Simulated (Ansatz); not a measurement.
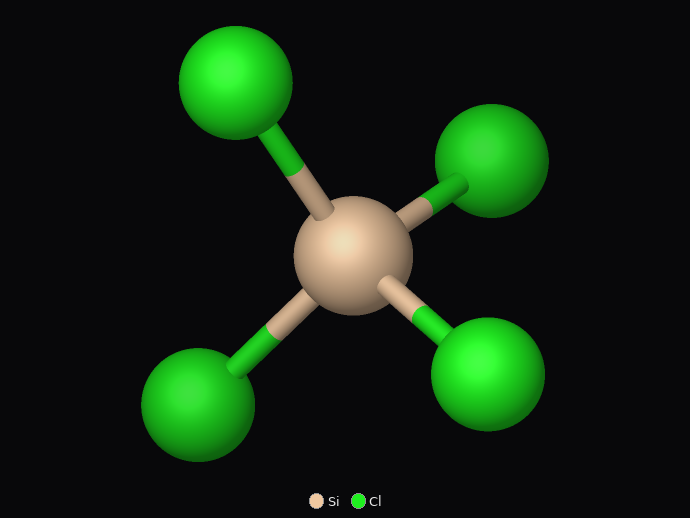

The geometry was computed by an optimisation with PBE0-D4/def2-TZVP.

**Which formula does it have?**

SiCl₄, 5 atoms: 1 silicon and 4 chlorine.

**How many bonds of each kind are drawn?**

4 Cl–Si. Sticks follow a distance rule.

More results for the same structure follow; atom numbers are the same in all pictures, views and colours differ.

Symmetry

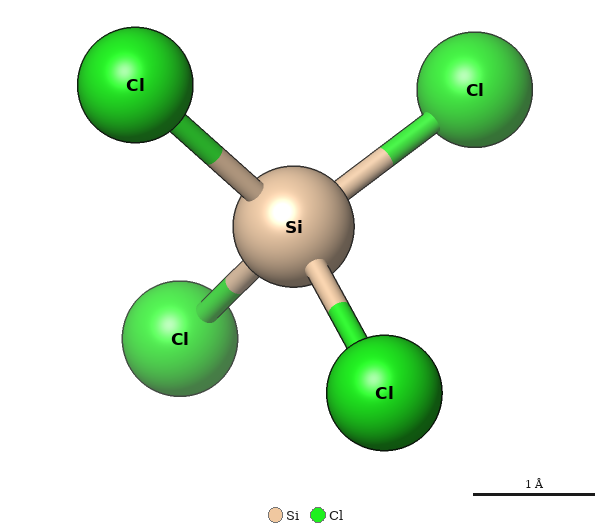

Distant atoms are faded towards the background colour. Masses are those of the most abundant isotopes; constants are for the rigid equilibrium geometry.

**Classify the rotor and give the rotational constants (MHz).**

A spherical top (Td): A = B = C = 1326 MHz.

Electronic properties

Properties computed with CCSD(T)/CBS estimate, frozen core: MP2 correlation extrapolated from def2-TZVPP and def2-QZVPP, CCSD(T) minus MP2 from the smaller set (Ansatz 0.2.0).

**Give the T1 diagnostic at this level.**

0.009.

Vibrations

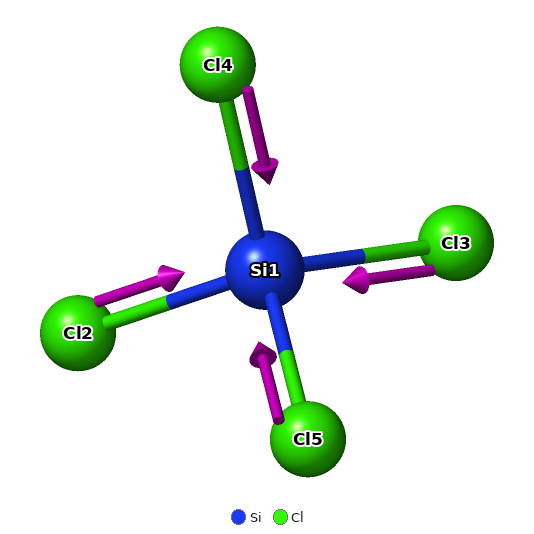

The arrows show one normal mode. Harmonic vibrations computed with RKS PBE0-D4/def2-TZVP (Ansatz 0.2.0) at a stationary point of the same level.

**Describe the motion.**

Mostly in-phase stretching of 4 Cl–Si bonds.

**At what wavenumber does it lie?**

422 cm⁻¹; it is mode 6 of 9 counted from the lowest.

Charges

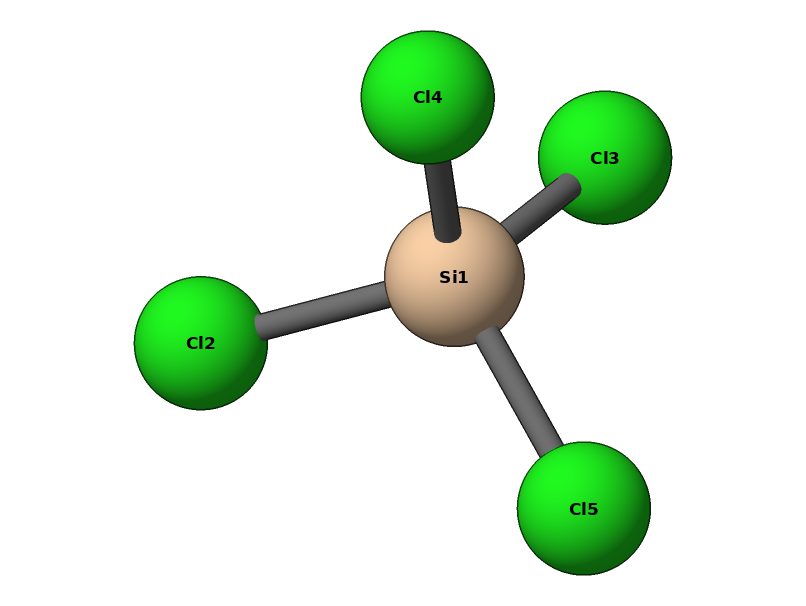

The questions are on Mulliken charges. Properties computed with RKS PBE0-D4/def2-TZVP (Ansatz 0.2.0).

List the Mulliken charges.

| atom | value (e) |
| --- | --- |
| Si1 | 0.65 |
| Cl2 | −0.16 |
| Cl3 | −0.16 |
| Cl4 | −0.16 |
| Cl5 | −0.16 |

Mulliken values depend strongly on the basis set and can even reverse the polarity of a bond.
